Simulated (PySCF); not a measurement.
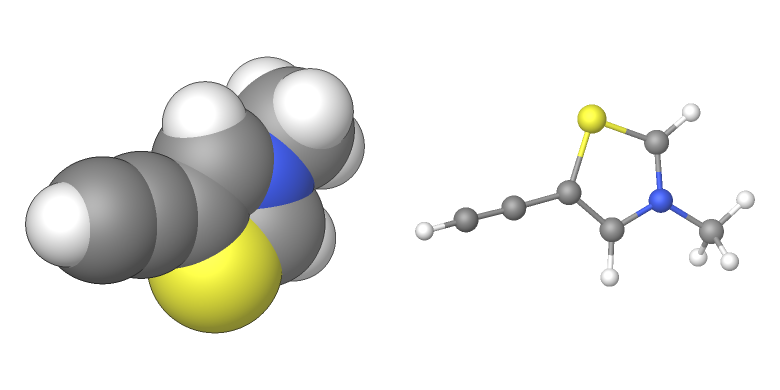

Two views of one molecule. Colours: carbon grey, nitrogen blue, sulfur yellow, hydrogen white.

Charge +1, singlet. The computed structure is the end point of a GFN2-xTB optimisation. No frequency run is at hand to confirm it as a minimum.

Give the formula.

Answer. C6H6NS(+), 14 atoms: 6 carbon, 6 hydrogen, 1 nitrogen and 1 sulfur.

Does it have rings?

Answer. Independent rings (smallest set): 1 of 5 members, 1 of them aromatic.

What is the point group of this geometry?

Answer. Cs.

How many bonds of each kind are drawn?

Answer. 6 C–H, 3 C–C, 3 C–N, 2 C–S.

More results for the same structure follow; atom numbers are the same in all pictures, views and colours differ.

## Ring current

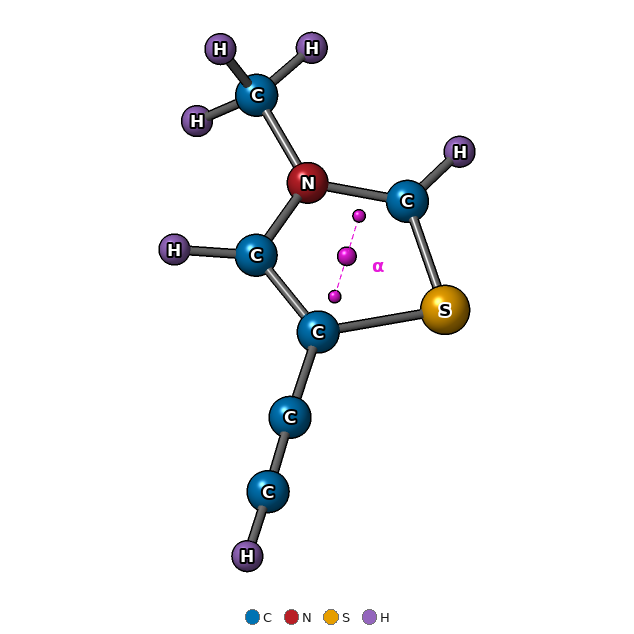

The small points mark where nucleus-independent chemical shifts (NICS) were computed: at the centre of each lettered ring and 1 Å above and below it. No frequency run is at hand to confirm it as a minimum. Level of theory: GIAO PBE0/pcSseg-1 NMR shielding, non-relativistic, gas phase (PySCF 2.14.0).

Give NICS(0), NICS(1) and the out-of-plane component NICS(1)zz for each ring (means of the two sides).

| ring | members | NICS(0) | NICS(1) | NICS(1)zz |
| --- | --- | --- | --- | --- |
| α | C3NS | −12.9 | −10.5 | −23.9 |

Values in ppm.

What do the values say about the ring currents?

Answer. Ring α: diatropic, as in an aromatic ring. NICS is one index among several.

## Electronic properties

No frequency run is at hand to confirm it as a minimum. Properties computed with PBE0/def2-SVPD, gas phase (PySCF 2.14.0). Excitations: vertical, linear response.

Predict the main results.

- HOMO energy (Kohn–Sham orbital): −11.75 eV
- LUMO energy (Kohn–Sham orbital): −6.69 eV
- HOMO–LUMO gap: 5.06 eV
- mean static polarisability: 90.6 bohr³
- lowest vertical singlet excitation: 4.36 eV
- its oscillator strength: 0.147
- brightest of the 6 lowest singlets: 6.23 eV
- its oscillator strength: 0.22

## Charges

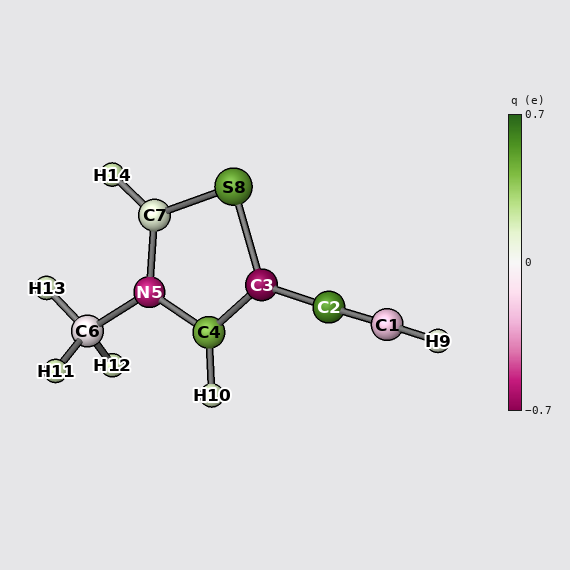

Atoms are coloured by their Mulliken charges. No frequency run is at hand to confirm it as a minimum. Method: PBE0/pcSseg-1, gas phase (PySCF 2.14.0).

List the Mulliken charges.

| atom | value (e) |
| --- | --- |
| C1 | −0.24 |
| C2 | 0.55 |
| C3 | −0.67 |
| C4 | 0.42 |
| N5 | −0.58 |
| C6 | −0.06 |
| C7 | 0.11 |
| S8 | 0.49 |
| H9 | 0.09 |
| H10 | 0.16 |
| H11 | 0.18 |
| H12 | 0.18 |
| H13 | 0.16 |
| H14 | 0.20 |

## NMR shielding

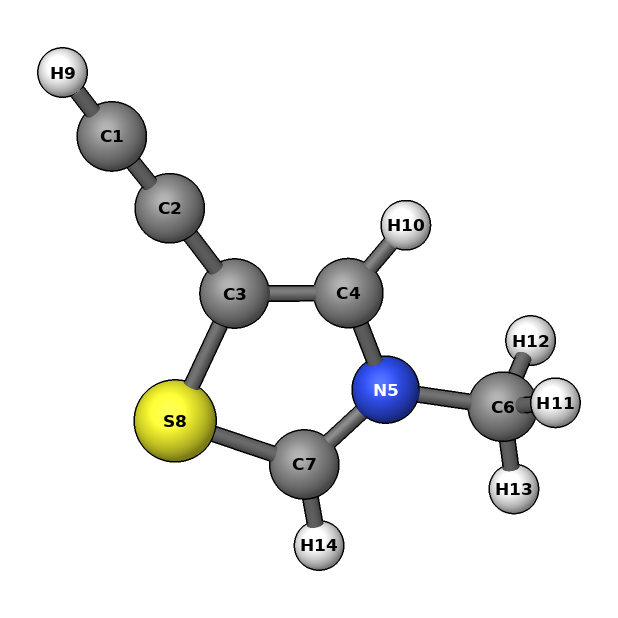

No frequency run is at hand to confirm it as a minimum. Method: GIAO PBE0/pcSseg-1 NMR shielding, non-relativistic, gas phase (PySCF 2.14.0). Principal shieldings σ11 ≤ σ22 ≤ σ33, span Ω = σ33 − σ11, skew κ = 3(σiso − σ22)/Ω.

Give the shielding tensors of the N atoms.

| atom | σ11 | σ22 | σ33 | σiso | Ω | κ |
| --- | --- | --- | --- | --- | --- | --- |
| N5 | −77.8 | 0.7 | 175.2 | 32.7 | 253.0 | 0.38 |

Shieldings and span in ppm.

Mulliken values depend strongly on the basis set and can even reverse the polarity of a bond.
